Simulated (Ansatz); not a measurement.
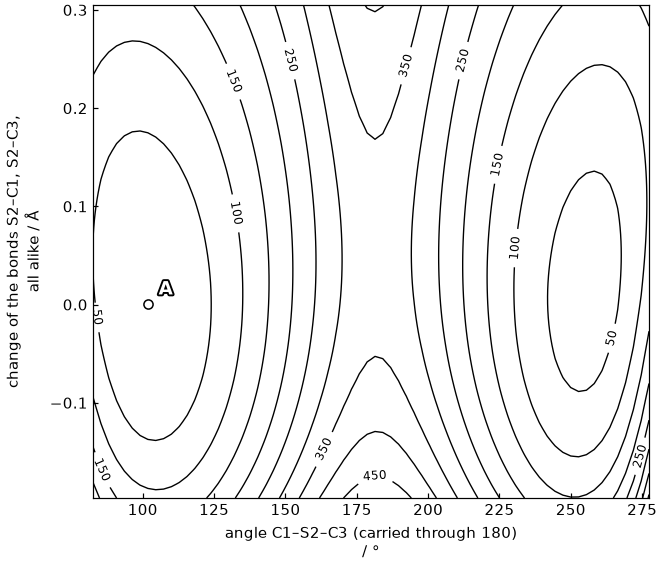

C2H6S2, SMILES CSCS. First axis: angle C1–S2–C3 (carried through 180). Second axis: change of the bonds S2–C1, S2–C3, all alike. Nothing is relaxed (all other coordinates rigid). The scan uses a 9 × 9 grid. Points are written as (first, second). Energies are in kJ/mol, from the relaxed molecule at the same level. Theory: Ansatz 0.2.0, RKS BHLYP-D4/def2-TZVP.

Drawn: contour lines labelled in kJ/mol, the point A. Between grid points the surface is interpolated.

Find the lowest pass out of the well at A.

The easiest path leads from the well at about (100°, 0.00 Å) to the well at about (255°, 0.02 Å), about 24 kJ/mol higher. Its highest point lies about 330 kJ/mol above the bottom of the first well on the interpolated surface, at (180.0°, 0.054 Å). This is the barrier on the constrained surface; relaxing the other coordinates would change it.

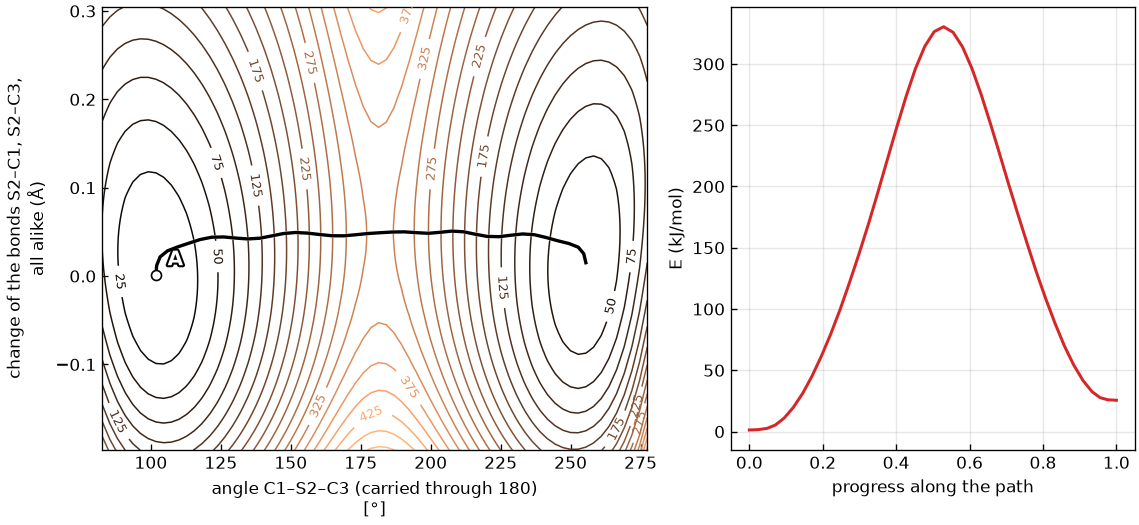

Drawn: contour lines labelled in kJ/mol, a line along the lowest path, the energy along the path at the right. Between grid points the surface is interpolated.
